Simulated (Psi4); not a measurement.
Single-point calculation, with input and output: C2H4Cl (part 1 of 2)

- system: C2H4Cl, multiplicity 2
- method: MP2/CBS, UHF (Psi4 1.11)

The geometry comes from this level: GFN2-xTB.

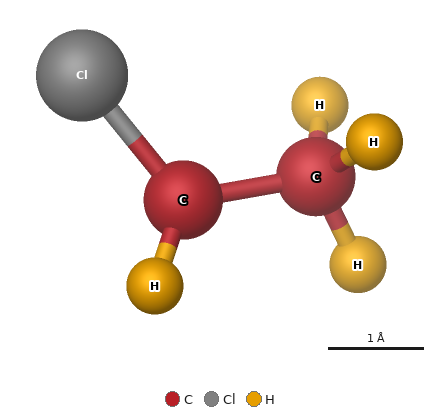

Fig. 1: The structure as given in the input (ball-and-stick view, seen at a tilt). Bond lengths as drawn: C–C 1.48 Å, C–Cl 1.70 Å and C–H 1.07 to 1.10 Å.

Results in brief:

| quantity | value |
| --- | --- |
| outcome | converged |
| total energy | −538.214205 hartree |
| correlation energy | −0.644809 hartree |
| ⟨S²⟩ | 0.765 |
| hardware | 1 thread of Intel Xeon (Granite Rapids), 192 GiB of memory available, shared host |
| wall time | 16 s |
| peak memory | 1.4 GiB |

Input (c2h4cl.inp):
```
memory 1.6 GB

molecule molecule1 {
  0 2
  C     -0.533830     0.394970    -0.116320
  C      0.502730    -0.635300     0.086250
  Cl     1.766560    -0.343370     1.180450
  H     -1.409210    -0.053070    -0.581990
  H     -0.187200     1.205590    -0.770050
  H     -0.820800     0.847010     0.832120
  H      0.681750    -1.415820    -0.630460
  units angstrom
  symmetry c1
}

set {
  reference uhf
  scf_type  pk
}

result = energy('mp2/cc-pv[dt]z')
```

Run as:
```bash
psi4 -i c2h4cl.inp -o c2h4cl.out -n 1
```

What the program printed:
```
Psi4 1.11 release

  //>>>>>>>>>>>>>>>>>>>>>>>>>>>>>>>>>>>//
  //          CBS Computations         //
  //<<<<<<<<<<<<<<<<<<<<<<<<<<<<<<<<<<<//

    -----------------------------------------------------------------------
                               Psi4 1.11 release

    h
    h
    h

    -----------------------------------------------------------------------

    Memory:     1.5 GiB
    Threads:    1
                ecpint, einsums, f̶o̶r̶t̶e̶, gauxc, gcp, g̶d̶m̶a̶, geometric, g̶p̶u̶_̶d̶f̶c̶c̶,
                i̶n̶t̶e̶g̶r̶a̶t̶o̶r̶x̶x̶, i̶p̶i̶, libefp, m̶d̶i̶, m̶p̶2̶d̶, m̶r̶c̶c̶, ooo,
                o̶p̶e̶n̶f̶e̶r̶m̶i̶o̶n̶p̶s̶i̶4̶, pcmsolver, p̶s̶i̶4̶f̶o̶c̶k̶c̶i̶, p̶s̶i̶x̶a̶s̶,
                p̶y̶e̶i̶n̶s̶u̶m̶s̶, r̶e̶s̶p̶, s̶i̶m̶i̶n̶t̶, s̶n̶s̶m̶p̶2̶,
                v̶2̶r̶d̶m̶_̶c̶a̶s̶s̶c̶f̶

   => Loading Basis Set <=

    Name: CC-PVTZ
    Role: ORBITAL
    Keyword: BASIS

         ---------------------------------------------------------
                                   SCF
                              UHF Reference
                        1 Threads,   1525 MiB Core
         ---------------------------------------------------------

  ==> Geometry <==

    Molecular point group: c1
    Full point group: C1

    Geometry (in Bohr), charge = 0, multiplicity = 2:

       Center              X                  Y                   Z               Mass
    ------------   -----------------  -----------------  -----------------  -----------------
         C           -2.798098926841     1.175410031074    -1.412400021969    12.000000000000
         C           -0.839284414236    -0.771518104201    -1.029598200735    12.000000000000
         CL           1.549008154901    -0.219850356396     1.038140125741    34.968852682000
         H           -4.452327382544     0.328737137824    -2.292388786811     1.007825032230
         H           -2.143063159973     2.707259822893    -2.647770681964     1.007825032230
         H           -3.340393633063     2.029641828826     0.379891824461     1.007825032230
         H           -0.500985643257    -2.246487139643    -2.383983812111     1.007825032230

  Running in c1 symmetry.

  Rotational constants: A =      1.44328  B =      0.18741  C =      0.17134 [cm^-1]
  Rotational constants: A =  43268.58836  B =   5618.31105  C =   5136.58292 [MHz]
  Nuclear repulsion =   95.703095258200051

  Charge       = 0
  Multiplicity = 2
  Electrons    = 33
  Nalpha       = 17
  Nbeta        = 16

  ==> Algorithm <==

  SCF Algorithm Type is PK.
  DIIS enabled.
  MOM disabled.
  Fractional occupation disabled.
  Guess Type is SAD.
  Energy threshold   = 1.00e-08
  Density threshold  = 1.00e-08
  Integral threshold = 1.00e-12

  ==> Primary Basis <==

  Basis Set: CC-PVTZ
    Blend: CC-PVTZ
    Number of shells: 56
    Number of basis functions: 150
    Number of Cartesian functions: 169
    Spherical Harmonics?: true
    Max angular momentum: 3

  ==> Integral Setup <==

  Using in-core PK algorithm.
   Calculation information:
      Number of atoms:                   7
      Number of AO shells:              56
      Number of primitives:            144
      Number of atomic orbitals:       169
      Number of basis functions:       150

      Integral cutoff                 1.00e-12
      Number of threads:                 1

  Performing in-core PK
  Using 128266950 doubles for integral storage.
  We computed 1258987 shell quartets total.
  Whereas there are 1274406 unique shell quartets.

  ==> DiskJK: Disk-Based J/K Matrices <==

    J tasked:                  Yes
    K tasked:                  Yes
    wK tasked:                  No
    Memory [MiB]:             1144
    Schwarz Cutoff:          1E-12

  Minimum eigenvalue in the overlap matrix is 1.0398840347E-03.
  Reciprocal condition number of the overlap matrix is 1.4809018284E-04.
    Using symmetric orthogonalization.

  ==> Pre-Iterations <==

  SCF Guess: Superposition of Atomic Densities via on-the-fly atomic UHF (no occupation information).

   -------------------------
    Irrep   Nso     Nmo
   -------------------------
     A        150     150
   -------------------------
    Total     150     150
   -------------------------

  ==> Iterations <==

                        Total Energy        Delta E     RMS |[F,P]|

   @UHF iter SAD:  -537.11894682484194   -5.37119e+02   0.00000e+00
   @UHF iter   1:  -537.48145158820637   -3.62505e-01   2.31589e-03 DIIS/ADIIS
   @UHF iter   2:  -537.55233828792257   -7.08867e-02   1.00705e-03 DIIS/ADIIS
   @UHF iter   3:  -537.56588987655869   -1.35516e-02   2.99779e-04 DIIS/ADIIS
   @UHF iter   4:  -537.56881288302372   -2.92301e-03   1.14736e-04 DIIS/ADIIS
   @UHF iter   5:  -537.56923861213056   -4.25729e-04   5.37110e-05 DIIS
   @UHF iter   6:  -537.56936884046240   -1.30228e-04   2.32603e-05 DIIS
   @UHF iter   7:  -537.56939214620718   -2.33057e-05   9.04361e-06 DIIS
   @UHF iter   8:  -537.56939590476418   -3.75856e-06   3.27025e-06 DIIS
   @UHF iter   9:  -537.56939642102088   -5.16257e-07   1.32870e-06 DIIS
   @UHF iter  10:  -537.56939650874551   -8.77246e-08   5.41814e-07 DIIS
   @UHF iter  11:  -537.56939652324263   -1.44971e-08   1.76325e-07 DIIS
   @UHF iter  12:  -537.56939652471920   -1.47656e-09   5.23011e-08 DIIS
   @UHF iter  13:  -537.56939652483823   -1.19030e-10   2.03626e-08 DIIS
   @UHF iter  14:  -537.56939652485710   -1.88720e-11   8.68566e-09 DIIS
  Energy and wave function converged.

  ==> Post-Iterations <==

   @Spin Contamination Metric:   1.657005449E-02
   @S^2 Expected:                7.500000000E-01
   @S^2 Observed:                7.665700545E-01
   @S   Expected:                5.000000000E-01
   @S   Observed:                5.000000000E-01

    Orbital Energies [Eh]
    ---------------------

    Alpha Occupied:

       1A   -104.835839     2A    -11.291530     3A    -11.233583
       4A    -10.561394     5A     -8.028531     6A     -8.026747
       7A     -8.026314     8A     -1.166789     9A     -1.010041
      10A     -0.830039    11A     -0.642183    12A     -0.611929
      13A     -0.582539    14A     -0.529416    15A     -0.506417
      16A     -0.444094    17A     -0.342427

    Alpha Virtual:

      18A      0.143339    19A      0.169950    20A      0.203473
      21A      0.215305    22A      0.234559    23A      0.298159
      24A      0.369453    25A      0.388639    26A      0.410260
      27A      0.445159    28A      0.460080    29A      0.477215
      30A      0.496731    31A      0.520418    32A      0.532478
      33A      0.592775    34A      0.613791    35A      0.625984
      36A      0.635934    37A      0.641710    38A      0.661069
      39A      0.681808    40A      0.697065    41A      0.760600
      42A      0.833617    43A      0.885309    44A      0.913813
      45A      0.964885    46A      1.014783    47A      1.063202
      48A      1.088194    49A      1.154160    50A      1.179502
      51A      1.215742    52A      1.231809    53A      1.256645
      54A      1.262060    55A      1.330298    56A      1.344576
      57A      1.412544    58A      1.430698    59A      1.497348
      60A      1.525219    61A      1.533881    62A      1.586440
      63A      1.627543    64A      1.679816    65A      1.782159
      66A      1.811250    67A      2.214032    68A      2.229928
      69A      2.260176    70A      2.277118    71A      2.297122
      72A      2.349375    73A      2.376922    74A      2.411069
      75A      2.413563    76A      2.423305    77A      2.471069
      78A      2.505254    79A      2.555676    80A      2.571504
      81A      2.588449    82A      2.622278    83A      2.660984
      84A      2.695387    85A      2.722741    86A      2.783161
      87A      2.830520    88A      2.886307    89A      2.997599
      90A      3.056160    91A      3.088092    92A      3.092903
      93A      3.134599    94A      3.175166    95A      3.200137
      96A      3.220902    97A      3.266833    98A      3.303196
      99A      3.336270   100A      3.378264   101A      3.439735
     102A      3.461720   103A      3.483849   104A      3.589231
     105A      3.640798   106A      3.675001   107A      3.691758
     108A      3.717378   109A      3.739539   110A      3.759133
     111A      3.777586   112A      3.859372   113A      3.880613
     114A      3.999056   115A      4.038724   116A      4.076141
     117A      4.107321   118A      4.144027   119A      4.162575
     120A      4.218681   121A      4.248451   122A      4.310625
     123A      4.370534   124A      4.399718   125A      4.437717
     126A      4.467124   127A      4.481810   128A      4.595050
     129A      4.647873   130A      4.730988   131A      4.799320
     132A      4.928309   133A      5.122362   134A      5.159535
     135A      5.176857   136A      5.257243   137A      5.401588
     138A      5.413482   139A      5.526842   140A      5.549440
     141A      5.590159   142A      5.636806   143A      5.692742
     144A      5.716959   145A      5.933363   146A      6.029087
     147A      6.236485   148A      6.245824   149A     10.828927
     150A     14.035281

    Beta Occupied:

       1A   -104.835374     2A    -11.265733     3A    -11.236632
       4A    -10.560896     5A     -8.029250     6A     -8.026019
       7A     -8.023953     8A     -1.141254     9A     -0.996615
      10A     -0.778010    11A     -0.630454    12A     -0.573745
      13A     -0.566568    14A     -0.524502    15A     -0.464592
      16A     -0.442668

    Beta Virtual:

      17A      0.122177    18A      0.146123    19A      0.178396
      20A      0.208879    21A      0.219187    22A      0.247086
      23A      0.303148    24A      0.373811    25A      0.396007
      26A      0.415199    27A      0.461524    28A      0.476741
      29A      0.489361    30A      0.519724    31A      0.539703
      32A      0.574168    33A      0.604610    34A      0.628693
      35A      0.634117    36A      0.643538    37A      0.650249
      38A      0.668734    39A      0.709705    40A      0.711344
      41A      0.777377    42A      0.841532    43A      0.893309
      44A      0.920061    45A      0.970347    46A      1.027223
      47A      1.072584    48A      1.099917    49A      1.161513
      50A      1.186144    51A      1.235200    52A      1.244131
      53A      1.263178    54A      1.272670    55A      1.339867
      56A      1.351170    57A      1.423493    58A      1.448173
      59A      1.508283    60A      1.527133    61A      1.541100
      62A      1.595629    63A      1.637707    64A      1.688935
      65A      1.786515    66A      1.819835    67A      2.217934
      68A      2.235683    69A      2.263936    70A      2.280737
      71A      2.301121    72A      2.374034    73A      2.404451
      74A      2.416062    75A      2.420014    76A      2.442615
      77A      2.482842    78A      2.518420    79A      2.561662
      80A      2.576900    81A      2.597822    82A      2.625584
      83A      2.673868    84A      2.708315    85A      2.735278
      86A      2.799840    87A      2.839935    88A      2.898788
      89A      3.006195    90A      3.076170    91A      3.095959
      92A      3.103804    93A      3.145618    94A      3.183475
      95A      3.213718    96A      3.232019    97A      3.283909
      98A      3.318984    99A      3.349639   100A      3.385192
     101A      3.455608   102A      3.485465   103A      3.519803
     104A      3.594611   105A      3.646073   106A      3.681726
     107A      3.705333   108A      3.729637   109A      3.744983
     110A      3.764963   111A      3.784589   112A      3.866384
     113A      3.888335   114A      4.003441   115A      4.044805
     116A      4.079830   117A      4.116135   118A      4.147233
     119A      4.166140   120A      4.223359   121A      4.258137
     122A      4.315701   123A      4.375442   124A      4.402283
     125A      4.442037   126A      4.468888   127A      4.486161
     128A      4.598804   129A      4.651433   130A      4.742222
     131A      4.801529   132A      4.932723   133A      5.129696
     134A      5.163763   135A      5.185433   136A      5.261083
     137A      5.404210   138A      5.416486   139A      5.528565
     140A      5.551869   141A      5.593740   142A      5.638379
     143A      5.694307   144A      5.720057   145A      5.937789
     146A      6.032681   147A      6.237178   148A      6.247157
     149A     10.847170   150A     14.035434

    Final Occupation by Irrep:
              A
    DOCC [    16 ]
    SOCC [     1 ]
    NA   [    17 ]
    NB   [    16 ]

  @UHF Final Energy:  -537.56939652485710

   => Energetics <=

    Nuclear Repulsion Energy =             95.7030952582000509
    One-Electron Energy =                -929.7789057749826043
    Two-Electron Energy =                 296.5064139919254558
    Total Energy =                       -537.5693965248570976

  UHF NO Occupations:
  HONO-2 :   15  A 1.9982259
  HONO-1 :   16  A 1.9960985
  HONO-0 :   17  A 1.0000000
  LUNO+0 :   18  A 0.0039015
  LUNO+1 :   19  A 0.0017741
  LUNO+2 :   20  A 0.0011050
  LUNO+3 :   21  A 0.0008436

Computation Completed

Properties will be evaluated at   0.000000,   0.000000,   0.000000 [a0]

Properties computed using the SCF density matrix

 Multipole Moments:

 ------------------------------------------------------------------------------------
     Multipole            Electronic (a.u.)      Nuclear  (a.u.)        Total (a.u.)
 ------------------------------------------------------------------------------------

 L = 1.  Multiply by 2.5417464519 to convert [e a0] to [Debye]
 Dipole X            :          5.4396054           -5.9279312           -0.4883258
 Dipole Y            :         -1.4864312            1.5050472            0.0186160
 Dipole Z            :          3.4766979           -3.9478587           -0.4711607
 Magnitude           :                                                    0.6788233

 ------------------------------------------------------------------------------------

	total time  =         11 seconds =       0.18 minutes

  //>>>>>>>>>>>>>>>>>>>>>>>>>>>>>>>>>>>//
  //               DFMP2               //
  //<<<<<<<<<<<<<<<<<<<<<<<<<<<<<<<<<<<//

   => Loading Basis Set <=

    Name: (CC-PVTZ AUX)
    Role: RIFIT
    Keyword: DF_BASIS_MP2

	 --------------------------------------------------------
	                          DF-MP2
	      2nd-Order Density-Fitted Moller-Plesset Theory
	              UMP2 Wavefunction,   1 Threads
```
